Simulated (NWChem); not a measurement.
**AlOF2 (SMILES [O][Al]([F])[F]) at U-wB97X-D3/6-31G (density fitting with ahlrichs coulomb fitting)**

Aim: the energy change on altering one bond length of AlOF2 at U-wB97X-D3/6-31G (density fitting with ahlrichs coulomb fitting), from 2 runs. 

The calculation is run with NWChem 7.3.0.

3 further runs of the same task are left out: 1 that didn't finish, 2 set aside as unsound or not needed.

### 1 The system as given

AlOF2 has 4 atoms, charge 0, and is taken as a doublet. SMILES: `[O][Al]([F])[F]`. Geometry: relaxed at PBE0-D4/def2-TZVP.

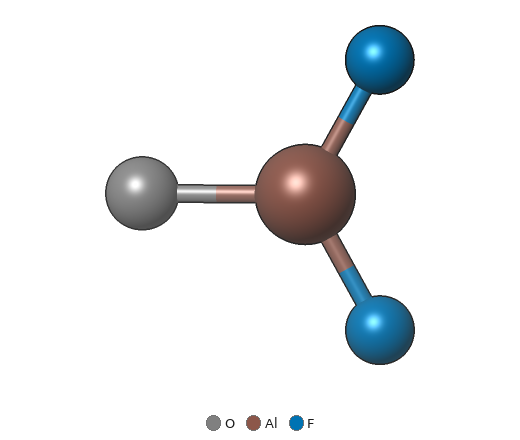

Viewed from a chosen angle; oxygen grey, aluminium brown, fluorine blue.

### 2 Energy and forces at U-wB97X-D3/6-31G (density fitting with ahlrichs coulomb fitting)

The input, alf2o.nw:

```
start alf2o
title "AlF2O wB97X-D3"
memory 2200 mb

geometry units angstroms noautosym nocenter
   zmatrix
     O
     Al 1 r2
     F 2 r3 1 a3
     F 2 r4 3 a4 1 d4
   variables
     r2 1.724837
     r3 1.630587
     a3 118.95632
     r4 1.630566
     a4 122.08996
     d4 179.9985
   end
end

basis
   O library 6-31G
   Al library 6-31G
   F library 6-31G
end

basis "cd basis" spherical
   O library "ahlrichs coulomb fitting"
   Al library "ahlrichs coulomb fitting"
   F library "ahlrichs coulomb fitting"
end

dft
   xc wb97x-d3
   mult 2
   grid fine
   convergence energy 1e-05
   iterations 150
   mulliken
   noprint "final vectors analysis"
end

task dft gradient
```

Run with:

```bash
nwchem alf2o.nw > alf2o.out
```

The program printed:

```text
[...]
          Wavefunction type:  spin polarized.
          No. of atoms     :     4
          No. of electrons :    39
[...]
          Charge           :     0
          Spin multiplicity:     2
[...]
          AO basis - number of functions:    40
[...]
              XC Information
              --------------
                    wb97x-d3  Method XC Functional
                     Hartree-Fock (Exact) Exchange  1.000
                      wb97x-d3 Exchange Functional  1.000
                   wb97x-d3 Correlation Functional  1.000
[...]
 d= 0,ls=0.0,diis     1   -517.1542186187 -6.66D+02  1.34D-02  1.90D-01     0.8
[...]
 d= 0,ls=0.0,diis     7   -517.2424596990 -2.18D-06  8.43D-06  4.97D-08     4.6
[...]
         Total DFT energy =     -517.242459699043
      One electron energy =    -1016.205745525509
           Coulomb energy =      397.996789121388
    Exchange-Corr. energy =      -48.261877259595
 Nuclear repulsion energy =      149.228790426678
    Dispersion correction =       -0.000416462004
[...]
      Total Density - Mulliken Population Analysis
     ---------------------------------------------
    Atom       Charge   Shell Charges
 -----------   ------   -------------------------------------------------------
    1 O    8     8.48   2.00  0.94  2.72  1.04  1.78
    2 Al  13    11.45   2.00  2.00  5.97  0.56  0.87 -0.05  0.11
    3 F    9     9.54   2.00  0.92  3.30  1.07  2.25
    4 F    9     9.54   2.00  0.92  3.30  1.07  2.25
[...]
      <S2> =      0.7527 (Exact =     0.7500)
[...]
  wavefunction    = open shell
[...]
                         DFT ENERGY GRADIENTS
    atom               coordinates                        gradient
                 x          y          z           x          y          z
   1 O       0.000000   0.000000   0.000000   -0.000001  -0.000000   0.035406
   2 Al      0.000000   0.000000   3.259469   -0.000013   0.000000   0.000269
   3 F       2.696159   0.000000   4.751289   -0.030376  -0.000000  -0.017834
   4 F      -2.696192  -0.000068   4.751147    0.030390   0.000000  -0.017842
[...]
```

It took 6.3 s on 1 thread of INTEL XEON PLATINUM 8581C at 2.30GHz (Emerald Rapids), shared host; peak memory 0.12 GiB.

### 3 The distorted shape at the same level

The input, alf2o.nw:

```
echo
start alf2o
memory stack 880 mb heap 220 mb global 1100 mb

geometry units angstrom noautosym nocenter noautoz
   O        1.052050      -0.809425       1.400025
   Al       0.368550       0.105775       0.107625
   F       -1.477200      -0.401600      -0.592500
   F        1.219550       1.349375      -0.515275
end

basis "ao basis"
   * library 6-31G
end

basis "cd basis" spherical
   * library "ahlrichs coulomb fitting"
end

dft
   xc wb97x-d3
   mult 2
   grid fine
   convergence energy 1e-05
   iterations 150
   mulliken
end

task dft gradient
```

Run with:

```bash
nwchem alf2o.nw > alf2o.out
```

The program printed:

```text
[...]
          Wavefunction type:  spin polarized.
          No. of atoms     :     4
          No. of electrons :    39
[...]
          Charge           :     0
          Spin multiplicity:     2
[...]
          AO basis - number of functions:    40
[...]
              XC Information
              --------------
                    wb97x-d3  Method XC Functional
                     Hartree-Fock (Exact) Exchange  1.000
                      wb97x-d3 Exchange Functional  1.000
                   wb97x-d3 Correlation Functional  1.000
[...]
 d= 0,ls=0.0,diis     1   -517.0880979648 -6.56D+02  1.55D-02  2.27D-01     0.8
[...]
 d= 0,ls=0.0,diis    10   -517.2040910237 -6.51D-07  3.10D-06  3.75D-08     6.4
[...]
         Total DFT energy =     -517.204091023679
      One electron energy =     -994.913589046591
           Coulomb energy =      387.370106051790
    Exchange-Corr. energy =      -48.160498457476
 Nuclear repulsion energy =      138.500285752645
    Dispersion correction =       -0.000395324048
[...]
      Total Density - Mulliken Population Analysis
     ---------------------------------------------
    Atom       Charge   Shell Charges
 -----------   ------   -------------------------------------------------------
    1 O    8     8.46   2.00  0.95  2.71  1.04  1.76
    2 Al  13    11.51   2.00  2.00  5.97  0.63  0.84 -0.03  0.11
    3 F    9     9.49   2.00  0.93  3.24  1.06  2.27
    4 F    9     9.53   2.00  0.92  3.30  1.07  2.25
[...]
      <S2> =      0.7531 (Exact =     0.7500)
[...]
  wavefunction    = open shell
[...]
                         DFT ENERGY GRADIENTS
    atom               coordinates                        gradient
                 x          y          z           x          y          z
   1 O       1.988086  -1.529591   2.645664   -0.011853   0.019950  -0.026233
   2 Al      0.696459   0.199886   0.203382    0.109775   0.030517   0.041320
   3 F      -2.791503  -0.758914  -1.119663   -0.082139  -0.023051  -0.030715
   4 F       2.304615   2.549949  -0.973729   -0.015783  -0.027416   0.015628
[...]
```

It took 8.1 s on 1 thread of INTEL XEON PLATINUM 8581C at 2.30GHz (Emerald Rapids), shared host; peak memory 0.12 GiB.

### 4 Summary of results

At U-wB97X-D3/6-31G (density fitting with ahlrichs coulomb fitting):

| quantity | value |
| --- | --- |
| first shape: total energy | -517.24246 Eh |
| first shape: dipole moment | 0.19 D |
| first shape: dispersion energy | -1.09 kJ/mol |
| first shape: ⟨S²⟩ | 0.753 |
| first shape: largest force on an atom | 1.821 eV/Å |
| distorted shape: total energy | -517.20409 Eh |
| distorted shape: dipole moment | 1.02 D |
| distorted shape: HOMO energy (highest over α and β) | -12.20 eV |
| distorted shape: LUMO energy (lowest over α and β) | -3.42 eV |
| distorted shape: dispersion energy | -1.04 kJ/mol |
| distorted shape: ⟨S²⟩ | 0.753 |
| distorted shape: largest force on an atom | 6.232 eV/Å |
| energy change with the Al2–F3 bond stretched from 1.631 to 2.038 Å | 1.044 eV |

In words: With the Al2–F3 bond stretched from 1.631 to 2.038 Å the energy rises by 1.04 eV (24 kcal/mol). The first shape isn't relaxed at this level, so the change isn't measured from a minimum. The largest force (first shape) is 1.82 eV/Å: the shape isn't a stationary point for this species at this level. Mulliken charges (distorted shape) run from -0.53 on F4 to +1.49 on Al2.
